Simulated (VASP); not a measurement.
Band structure of Rb (bcc). Computed with PBE GGA, VASP's PBE PAW potentials (set 64) (plane waves; VASP).

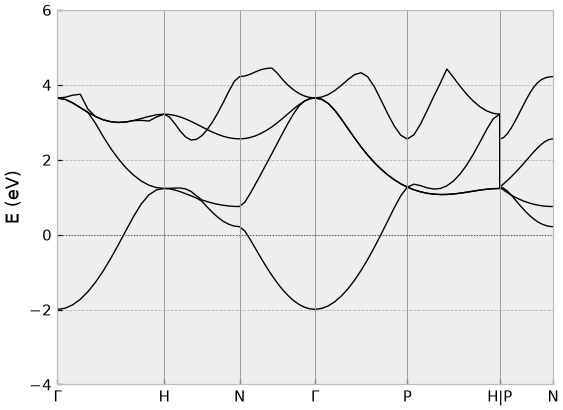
Fig. 1. Bands along high-symmetry lines, zero at the valence-band maximum or, without a gap, the Fermi level

**Question.** Read the plot: is there a gap, and where are the band edges?

**Answer.** It has no gap at this level: it comes out as a metal or semimetal. (Edges off the drawn lines would not show.)

The compound is Rb in the bcc structure. It was relaxed first.
